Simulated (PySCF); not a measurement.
# C₃H₇BO₂S: magnetic properties

Aim: compute the magnetic properties of C₃H₇BO₂S (`CB1OCOCS1`).

Programs: PySCF 2.14.0, with routines of our own; each step states its level. All values are computed. Atoms count from 0.

## 1. The system as given

14 atoms, charge 0, multiplicity 1; geometry from: GFN2-xTB.

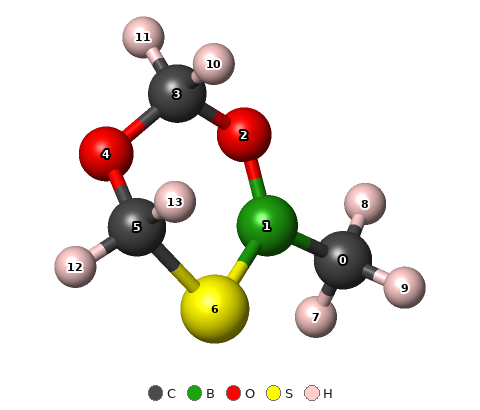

The starting geometry (carbon dark grey, boron green, oxygen red, sulfur yellow, hydrogen pink).

## 2. Magnetic properties: GIAO HF/pcSseg-1

Job settings and geometry (Å):

```
{"job": {"kind": "mag", "xc": "HF", "basis": "pcSseg-1", "isotopologues": 2}, "charge": 0, "multiplicity": 1}
C     -2.427641    -0.173929     0.333488
B     -0.855768    -0.126967     0.156555
O     -0.297528     0.981686    -0.348257
C      1.070203     1.197118    -0.535021
O      1.880961     0.488955     0.343786
C      1.805693    -0.889997     0.181902
S      0.148412    -1.573784     0.618948
H     -2.703408    -0.411656     1.358329
H     -2.886860     0.774133     0.068888
H     -2.868718    -0.948192    -0.290612
H      1.318150     0.950262    -1.584363
H      1.268404     2.257534    -0.345437
H      2.522833    -1.334406     0.870522
H      2.024589    -1.191229    -0.850894
```

Level: GIAO HF/pcSseg-1 magnetisability, rotational g tensor and spin-rotation constants, non-relativistic, gas phase.

Command:

```bash
> OMP_NUM_THREADS=1 python excited_run.py task.json out
```

This one command runs all jobs of the session in turn.

What it wrote:

```text
final grid: 116600 points
cycle   1  E = -689.4697580426  dE =  1.674e+00  |g| = 7.671e-01  |ddm| = 3.205e+00
cycle   2  E = -689.5894908017  dE = -1.197e-01  |g| = 4.029e-01  |ddm| = 7.382e-01
cycle   3  E = -689.6198115665  dE = -3.032e-02  |g| = 6.845e-02  |ddm| = 2.578e-01
cycle   4  E = -689.6216001037  dE = -1.789e-03  |g| = 2.050e-02  |ddm| = 9.980e-02
cycle   5  E = -689.6217441890  dE = -1.441e-04  |g| = 5.710e-03  |ddm| = 2.851e-02
cycle   6  E = -689.6217632493  dE = -1.906e-05  |g| = 1.741e-03  |ddm| = 1.265e-02
cycle   7  E = -689.6217654438  dE = -2.194e-06  |g| = 7.237e-04  |ddm| = 4.496e-03
cycle   8  E = -689.6217657240  dE = -2.802e-07  |g| = 2.149e-04  |ddm| = 1.477e-03
cycle   9  E = -689.6217657574  dE = -3.345e-08  |g| = 6.984e-05  |ddm| = 5.521e-04
cycle  10  E = -689.6217657600  dE = -2.595e-09  |g| = 2.774e-05  |ddm| = 1.289e-04
cycle  11  E = -689.6217657604  dE = -4.038e-10  |g| = 7.393e-06  |ddm| = 5.279e-05
converged SCF energy = -689.6217657604

Magnetisability tensor (1e-30 J/T^2)
    -1275.85        3.64       13.43
        3.64    -1156.66      -29.00
       13.43      -29.00    -1144.77
isotropic -1192.43   principal values   -1277.59  -1179.01  -1120.69
isotropic susceptibility -71.810 1e-6 cm^3/mol

Inertial axes            a          b          c
rot. const./GHz      3.3110     2.1566     1.3701
chi total           -76.669    -68.693    -70.068
chi diamagnetic    -450.479   -672.905   -976.188
chi paramagnetic    373.811    604.212    906.120
quadrupole/D A        1.598     -1.456     -0.142
g nuclear            0.5625     0.5936     0.5718
g electronic        -0.5815    -0.6121    -0.5832
g total             -0.0189    -0.0186    -0.0114

Spin-rotation constants (kHz, H = +C I.J)
atom  isotope        aa         bb         cc
  1    11B        0.984      0.722      0.212
  7     1H       -0.280     -0.205     -0.048
  8     1H       -0.314      0.003     -0.165
  9     1H       -0.236     -0.219     -0.058
 10     1H       -0.344     -0.193      0.065
 11     1H       -0.297      0.028     -0.083
 12     1H       -0.175     -0.069     -0.088
 13     1H       -0.352     -0.199      0.064
  0    13C*       0.361      0.253      0.159
  2    17O*      -0.940     -0.419     -0.051
  3    13C*       0.759      0.493      0.307
  4    17O*      -0.176     -0.335     -0.087
  5    13C*       0.744      0.345      0.273
  6    33S*       0.604      0.612      0.266
* in the singly substituted isotopologue

Isotopologues: g along a, b, c
2H    at 7,8,9,10,11,12    -0.0170    -0.0157    -0.0100
13C   at 0                 -0.0189    -0.0180    -0.0112
```

Wall time 14 s (1 thread of Intel Xeon 6975P-C, shared host); peak memory 0.79 GiB.

In short:

| quantity | value |
| --- | --- |
| magnetisability | -1192·10⁻³⁰ J/T² |
| molar susceptibility | -71.8·10⁻⁶ cm³/mol |
| rotational g (a, b, c) | -0.0189, -0.0186, -0.0114 |

The fields below are evaluated on a grid from the run's orbitals.

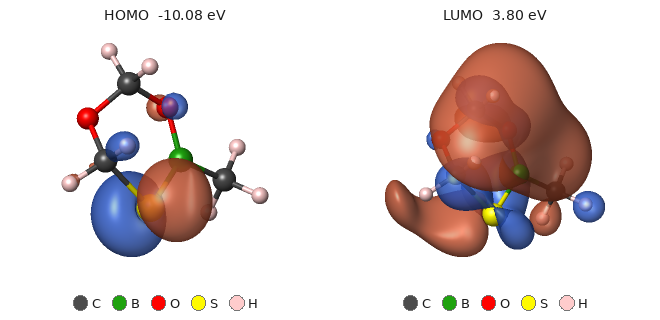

HF/pcSseg-1 orbitals near the gap, drawn at the value that encloses 70 % of each; the two colours are the two signs.

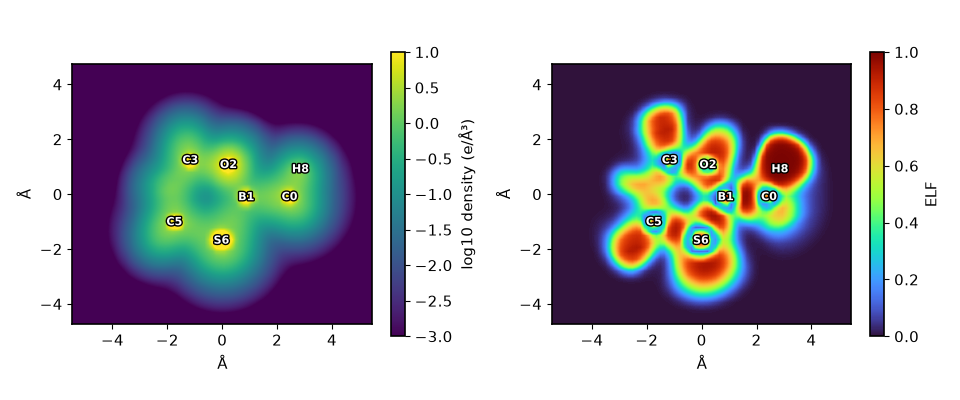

Density (left) and ELF (right) in a plane through or near 7 of the atoms.

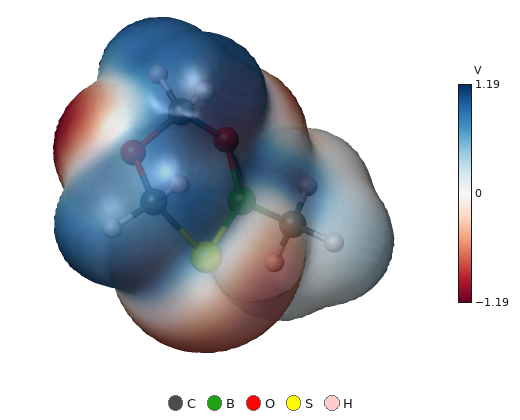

Electrostatic potential on the surface of density 0.002 e/bohr³; red is low, blue high. It runs, from the 1st to the 99th percentile, from -1.15 V near O4 to 1.19 V near H10.

## 3. Magnetic properties: GIAO PW91/def2-SVP

Settings changed since step 2:

```diff
@@ -1,2 +1,2 @@
-{"job": {"kind": "mag", "xc": "HF", "basis": "pcSseg-1", "isotopologues": 2}, "charge": 0, "multiplicity": 1}
+{"job": {"kind": "mag", "xc": "PW91", "basis": "def2-SVP"}, "charge": 0, "multiplicity": 1}
 C     -2.427641    -0.173929     0.333488
```

Level: GIAO PW91/def2-SVP magnetisability, rotational g tensor and spin-rotation constants, non-relativistic, gas phase.

What it wrote:

```text
coarse grid: 12480 points
cycle   1  E = -691.3471154248  dE =  8.750e-01  |g| = 8.810e-01  |ddm| = 4.020e+00
cycle   2  E = -690.9086534145  dE =  4.385e-01  |g| = 1.707e+00  |ddm| = 2.531e+00
cycle   3  E = -691.4890653698  dE = -5.804e-01  |g| = 2.595e-01  |ddm| = 1.884e+00
cycle   4  E = -691.5051668375  dE = -1.610e-02  |g| = 8.276e-02  |ddm| = 3.812e-01
cycle   5  E = -691.5064791138  dE = -1.312e-03  |g| = 3.783e-02  |ddm| = 9.253e-02
cycle   6  E = -691.5067449870  dE = -2.659e-04  |g| = 1.127e-02  |ddm| = 3.996e-02
cycle   7  E = -691.5067691485  dE = -2.416e-05  |g| = 2.999e-03  |ddm| = 1.214e-02
cycle   8  E = -691.5067713130  dE = -2.164e-06  |g| = 6.949e-04  |ddm| = 3.616e-03
final grid: 116600 points
cycle   9  E = -691.6274802423  dE = -2.780e-05  |g| = 1.618e-02  |ddm| = 4.301e-02
cycle  10  E = -691.6273588895  dE =  1.214e-04  |g| = 2.909e-02  |ddm| = 3.528e-02
cycle  11  E = -691.6275350191  dE = -1.761e-04  |g| = 2.695e-03  |ddm| = 2.300e-02
cycle  12  E = -691.6275366203  dE = -1.601e-06  |g| = 4.730e-04  |ddm| = 3.042e-03
cycle  13  E = -691.6275366735  dE = -5.321e-08  |g| = 1.972e-04  |ddm| = 7.281e-04
cycle  14  E = -691.6275366819  dE = -8.386e-09  |g| = 4.413e-05  |ddm| = 2.011e-04
cycle  15  E = -691.6275366823  dE = -4.150e-10  |g| = 1.679e-05  |ddm| = 6.612e-05
converged SCF energy = -691.6275366823

Magnetisability tensor (1e-30 J/T^2)
    -1188.12        0.43       14.15
        0.43    -1073.53      -32.62
       14.15      -32.62    -1082.97
isotropic -1114.87   principal values   -1190.19  -1109.70  -1044.73
isotropic susceptibility -67.139 1e-6 cm^3/mol

Inertial axes            a          b          c
rot. const./GHz      3.3110     2.1566     1.3701
chi total           -71.454    -63.620    -66.343
chi diamagnetic    -447.946   -670.566   -972.793
chi paramagnetic    376.492    606.946    906.450
quadrupole/D A        1.976     -0.748     -1.228
g nuclear            0.5625     0.5936     0.5718
g electronic        -0.5856    -0.6149    -0.5835
g total             -0.0231    -0.0214    -0.0116

Spin-rotation constants (kHz, H = +C I.J)
atom  isotope        aa         bb         cc
  1    11B        1.028      0.705      0.211
  7     1H       -0.284     -0.199     -0.045
  8     1H       -0.314      0.014     -0.171
  9     1H       -0.239     -0.214     -0.055
 10     1H       -0.333     -0.187      0.076
 11     1H       -0.286      0.039     -0.080
 12     1H       -0.170     -0.059     -0.087
 13     1H       -0.358     -0.190      0.078
  0    13C*       0.362      0.259      0.157
  2    17O*      -1.074     -0.503     -0.053
  3    13C*       0.791      0.514      0.332
  4    17O*      -0.284     -0.412     -0.086
  5    13C*       0.790      0.378      0.299
  6    33S*       0.731      0.645      0.265
* in the singly substituted isotopologue
```

It took 21 s on 1 thread of Intel Xeon 6975P-C, shared host; peak memory 0.48 GiB.

In short:

| quantity | value |
| --- | --- |
| magnetisability | -1115·10⁻³⁰ J/T² |
| molar susceptibility | -67.1·10⁻⁶ cm³/mol |
| rotational g (a, b, c) | -0.0231, -0.0214, -0.0116 |

## 4. Magnetic properties side by side

```
             level  ξ (10⁻³⁰ J/T²)     g(a)     g(b)  gap (eV)  functions  time
  GIAO HF/pcSseg-1           -1192  -0.0189  -0.0186     13.88        161  14 s
GIAO PW91/def2-SVP           -1115  -0.0231  -0.0214      5.40        137  21 s
```

## 5. What came out

| quantity | value |
| --- | --- |
| magnetisability (step 2, GIAO HF/pcSseg-1) | -1192·10⁻³⁰ J/T² |
| molar susceptibility (step 2, GIAO HF/pcSseg-1) | -71.8·10⁻⁶ cm³/mol |
| rotational g (a, b, c) (step 2, GIAO HF/pcSseg-1) | -0.0189, -0.0186, -0.0114 |
| surface potential, 1st and 99th percentile | -1.15 V and 1.19 V |
| magnetisability over the levels | -1192 to -1115·10⁻³⁰ J/T² |

In words: The magnetisability spreads by 6.7 % over 2 levels, from GIAO HF/pcSseg-1 (14 s) to GIAO PW91/def2-SVP (21 s); the runs took 14 s to 21 s. Two levels can agree by chance, so this spread shows no convergence. Vibrational averaging and real surroundings are missing from these values.
